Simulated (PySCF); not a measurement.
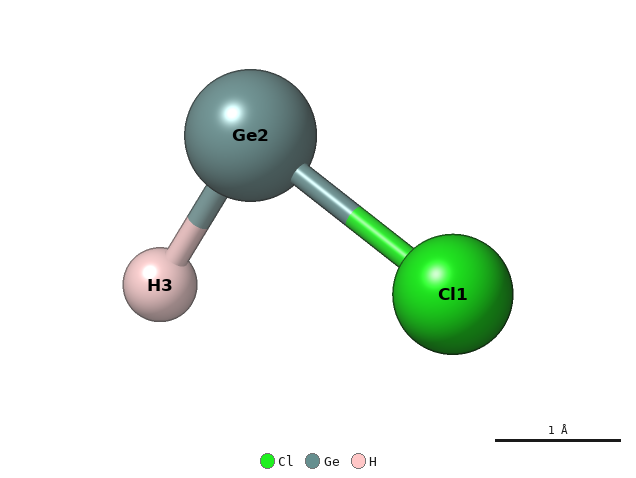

Orthographic view. Atoms fade into the background with distance from the viewer. The geometry was computed by an optimisation with PBE0-D3(BJ)/def2-TZVP. No frequency run is at hand to confirm it as a minimum.

Give the geometry as a Z-matrix, atoms in numerical order, with these reference atoms: 2 to 1; 3 to 2, 1.

```
Cl 
Ge   1   2.183
H    2   1.601   1    93.7
```
